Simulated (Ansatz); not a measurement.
## Electronic structure of F2H4W···HBr in real space

```xyz
9

W    -0.0268   -0.0355   -0.1191
F     0.1765    0.1458    1.7333
H     1.2270   -1.1266    0.3610
H    -1.1339    1.2017    0.3539
H    -1.6537   -0.4264   -0.2270
H    -0.4174   -1.6567   -0.2748
F     0.5565    0.5621   -1.7334
Br    2.4127    2.5254    1.1685
H     1.6064    1.6719    2.0976
```

Core potentials replace the inner electrons of W; not at a stationary point (largest force 1.6 eV/Å).

Theory: Ansatz, RKS CAM-B3LYP-D4/def2-SVP.

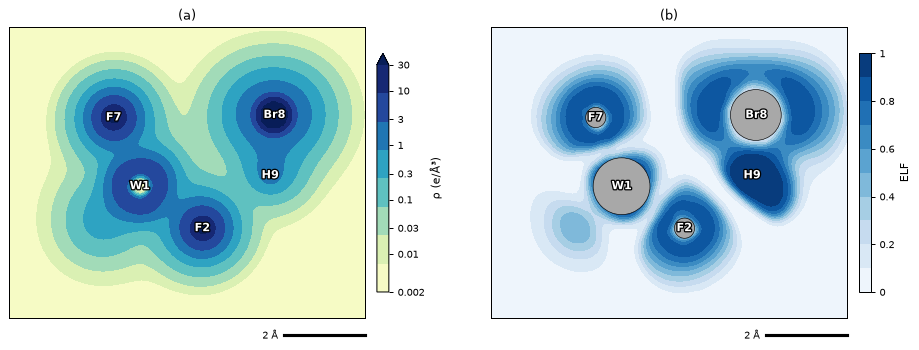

Figure 1. (a) electron density; (b) electron localisation function on the plane of atoms F2, W1 and F7. Grey discs cover the atomic cores in the ELF map.

What do the fields say about this system?

- Atoms in the plane: W, F, Br and H.
- F2···H9 (2.12 Å): the density falls to about 0.11 e/Å³ on the way; the ELF dips to about 0.05 between them.
- W–F (1.82 Å): ρ is about 1.1 e/Å³ halfway; the ELF peaks at about 0.85 in the valence shell of F, 0.5 Å from its nucleus, and drops to about 0.25 between the two atoms.
- Br–H (1.50 Å): ρ is about 1.4 e/Å³ halfway; the ELF climbs to about 1 towards the hydrogen, as it does in any bond to H.
- W–F (1.87 Å): ρ is about 1.1 e/Å³ halfway; the ELF peaks at about 0.85 in the valence shell of F, 0.5 Å from its nucleus, and drops to about 0.25 between the two atoms.
- The ELF also peaks beside Br8, away from the bonds: lone-pair regions.

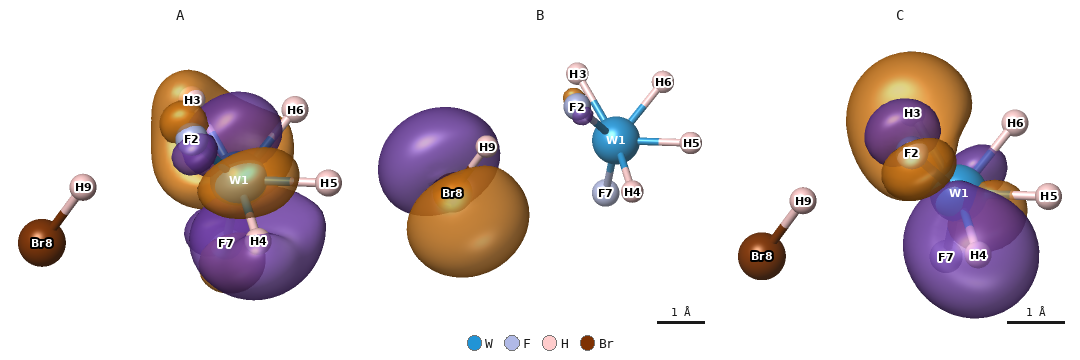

Figure 2. Three frontier orbitals at ±0.1 Å⁻³ᐟ² (orange and purple are the two phases), in no order.

Order the three orbitals by energy and name them.

B is the HOMO−1 (−10.14 eV). Its weight (Hirshfeld) is mainly on Br8 (about 95 %); largely a lone pair of Br8. C is the HOMO (−9.12 eV). Its weight (Hirshfeld) is mainly on W1 (about 35 %), H3 (about 25 %), H4 (about 25 %) and F2 (about 15 %). A is the LUMO (−1.86 eV). By Hirshfeld shares it lies mainly on W1 (about 70 %) and F7 (about 10 %).

What is the HOMO–LUMO gap?

7.26 eV between the orbital energies.

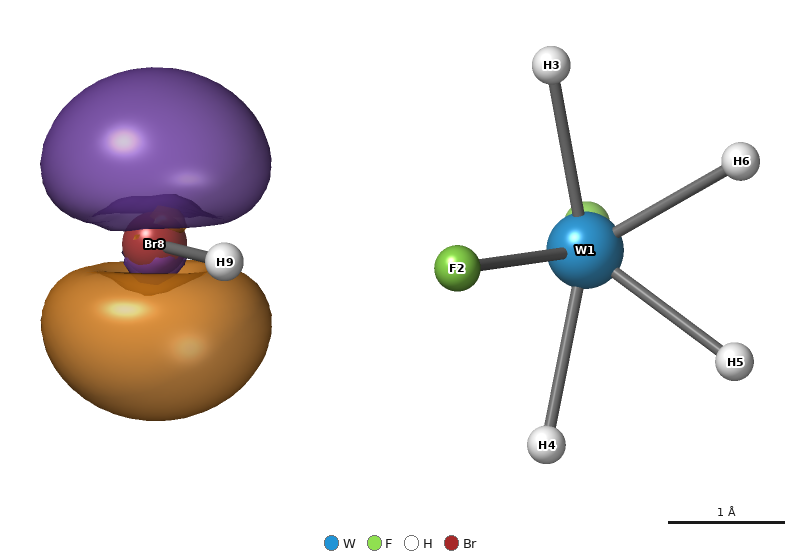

Figure 3. The HOMO−1 at ±0.2 Å⁻³ᐟ² (orange and purple are the two phases), seen from one side.

What is the character of this orbital?

It lies mainly on Br8 (about 95 %); largely a lone pair of Br8. Its energy is −10.14 eV.
